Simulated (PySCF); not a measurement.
```xyz
2

B     0.0000    0.0000   -0.8003
F     0.0000    0.0000    0.4637
```

All numbers below come from PBE0/x2c-SVPall, spin-free X2C-1e, Gaussian nucleus, at a bond length of 1.264 Å in PySCF.

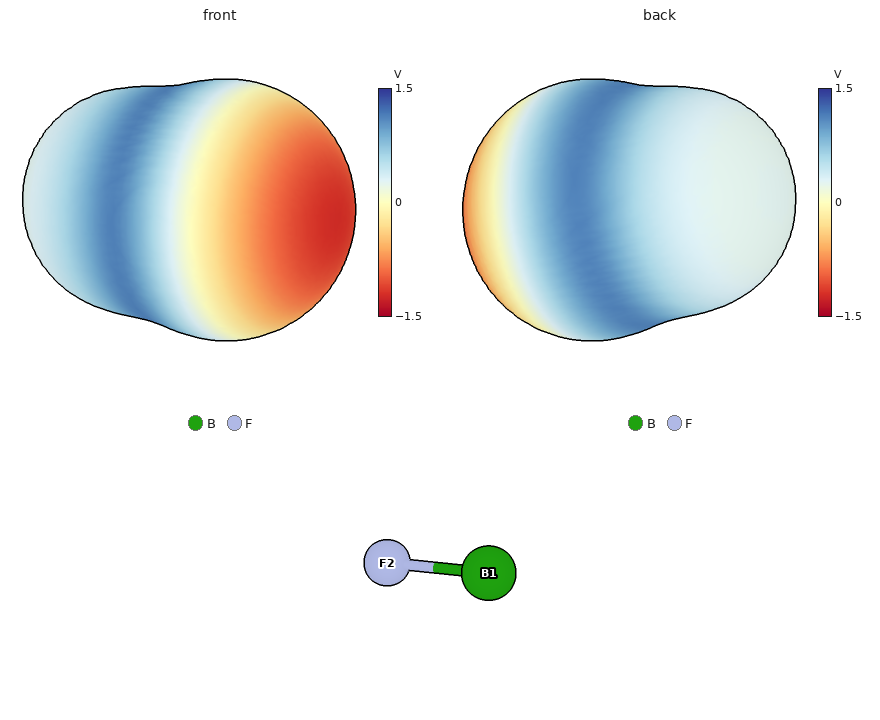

BF. The electrostatic potential painted on the density surface at 0.002 e/bohr³, seen from the front and from behind; the colour scale runs from red (negative) to blue (positive). The bare structure is drawn below in the same view.

Q: Which sites attract a positive test charge, and which a negative one?

A: A positive charge is drawn to the negative regions and a negative charge to the positive ones. The most negative region (about −1.2 V, or −28 kcal/mol for a unit charge) lies over F2, the most positive (about +1.1 V, or +25 kcal/mol for a unit charge) over B1.
